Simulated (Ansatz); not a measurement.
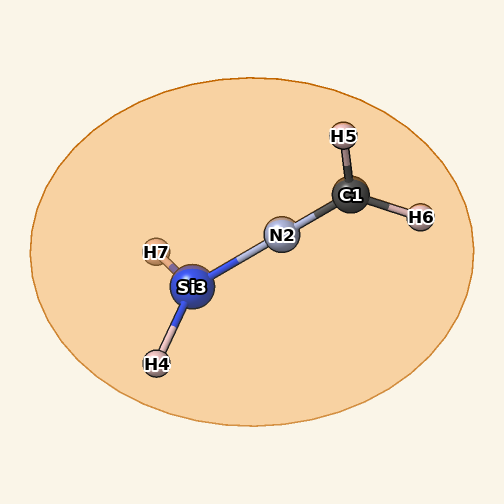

A disc through the centre of mass is drawn in. Distant atoms are faded towards the background colour. State: charge +1, singlet. The computed structure is the end point of a PBE-D4/def2-SVP optimisation. No frequency run is at hand to confirm it as a minimum.

> Is the plane of the disc a mirror plane of the structure?

Yes. The reflection leaves C1, N2, Si3, H5, H6 in place and moves H4 ↔ H7. The point group is C2v.
